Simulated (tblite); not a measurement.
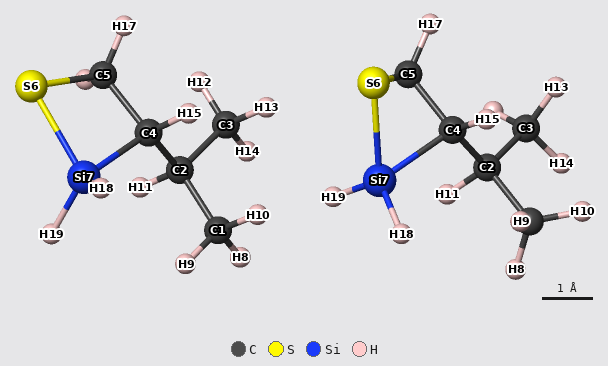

Two geometries of C5H12SSi, drawn at one scale. One is the start of a relaxation, the other its converged end. Style: ball-and-stick. Shown at a tilt.

Level of theory: tblite, GFN2-xTB geometry optimisation, gas phase. 

### Which geometry has the lower energy?

The left one is the relaxed one. The energy falls by 1.730 eV in 106 geometry steps. An H atom moves most after the best rigid fit: 1.35 Å. By element the largest moves are H 1.35 Å, S 1.03 Å, Si 0.49 Å, C 0.34 Å. Among the contacts that change: C–S 2.300 → 2.638 Å, C–C 1.468 → 1.535 Å, C–H 1.132 → 1.088 Å, C–C 1.487 → 1.528 Å. Bond angles that change, for instance: C–C–S 87.6° → 102.3°, C–Si–S 69.9° → 80.8°, C–C–Si 108.1° → 118.6°. Groups turn about C–C by about 50°, C–Si by about 35°, C–C by about 35°. The run took 1.6 s on 1 thread of Arm Neoverse N1 (shared host).
